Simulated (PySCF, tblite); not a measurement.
**C₆H₁₀O₂Si: geometry, infrared bands and NMR shifts**

What infrared bands and NMR shifts should C₆H₁₀O₂Si (`CC(=O)[C@@H]1C[C@@]1([SiH3])C=O`) show?

The runs use tblite 0.8.0 and PySCF 2.14.0, with density-fitted response routines of our own; the level of theory stands in each step. All values are computed, except where a source is named. Atoms count from 0, in the outputs and in this text.

**1. The molecule as given**

19 atoms, charge 0, multiplicity 1; geometry from: force field or distance geometry start.

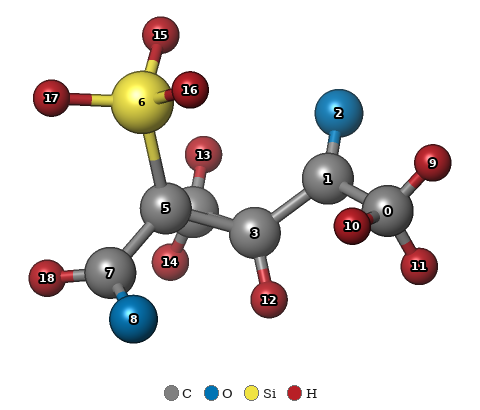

As it starts; carbon grey, oxygen blue, silicon yellow, hydrogen red, atoms numbered.

**2. Geometry optimisation with GFN2-xTB**

What the job is given:

```
{"job": {"kind": "relax", "xc": "GFN2-xTB", "basis": "xTB"}, "charge": 0, "multiplicity": 1}
C      2.581200    -0.408200     0.390000
C      1.551900    -0.051900    -0.668300
O      1.768200     0.760100    -1.542300
C      0.257000    -0.772300    -0.565900
C     -0.828600    -0.591600    -1.583900
C     -1.046100    -0.081000    -0.185800
Si    -1.108900     1.790300     0.070700
C     -1.964600    -0.775200     0.733400
O     -1.559600    -1.296600     1.765000
H      3.418300     0.277800     0.324000
H      2.124800    -0.309100     1.382900
H      2.919800    -1.431800     0.237800
H      0.369600    -1.794300    -0.172500
H     -0.633500     0.106400    -2.406100
H     -1.369800    -1.465900    -1.914000
H     -0.822100     2.513600    -1.173800
H     -0.150100     2.199900     1.134400
H     -2.485200     2.161200     0.489900
H     -3.032100    -0.822200     0.432900
```

The run is started by

```sh
$ OMP_NUM_THREADS=1 python probes_run.py task.json out
```

This one command runs all jobs of the session in turn.

**Question.** This job is followed by: GFN2-xTB harmonic vibrations, gas phase; GIAO PBE0/pcSseg-1 NMR shielding, non-relativistic, gas phase. What will the session give for the following? strongest single infrared mode (GFN2-xTB); zero-point energy (GFN2-xTB); ¹³C shifts against TMS (PBE0/pcSseg-1); ¹H shifts against TMS (PBE0/pcSseg-1, means over atoms taken as alike); ¹⁷O shifts against H2O (PBE0/pcSseg-1); ²⁹Si shifts against TMS (PBE0/pcSseg-1).

The runs gave:

```
                                                              quantity                                     value
                             strongest single infrared mode (GFN2-xTB)                     2145 cm⁻¹, 397 km/mol
                                          zero-point energy (GFN2-xTB)                             87.8 kcal/mol
                                ¹³C shifts against TMS (PBE0/pcSseg-1)  217.1, 209.6, 37.8, 35.5, 32.8, 28.5 ppm
¹H shifts against TMS (PBE0/pcSseg-1, means over atoms taken as alike)   10.29, 4.41, 2.86, 2.46, 1.74, 1.09 ppm
                                ¹⁷O shifts against H2O (PBE0/pcSseg-1)                          658.6, 604.7 ppm
                               ²⁹Si shifts against TMS (PBE0/pcSseg-1)                                 -66.4 ppm
```

In words: Over 146 steps the energy fell by 0.382 eV; of the close pairs, Si6–H16 changed most, 1.489 to 1.457 Å. No mode is imaginary among the 51: a minimum at this level. The strongest single mode, at 2145 cm⁻¹, moves mainly H17. Unscaled tight-binding wavenumbers are off by several per cent, some by more. Its intensities can rank the bands wrongly. The most deshielded carbon is C1 (ketone carbonyl carbon), at 217.1 ppm: the double bond to the heteroatom, with no lone-pair donor beside it, deshields it most. The most deshielded hydrogen is H18 (hydrogen on an aldehyde carbonyl carbon), at 10.29 ppm: the C=O anisotropy and electron withdrawal place aldehyde protons far downfield. At PBE0/pcSseg-1: The largest span, 1305 ppm, is at O8, where the paramagnetic term is -725 ppm.
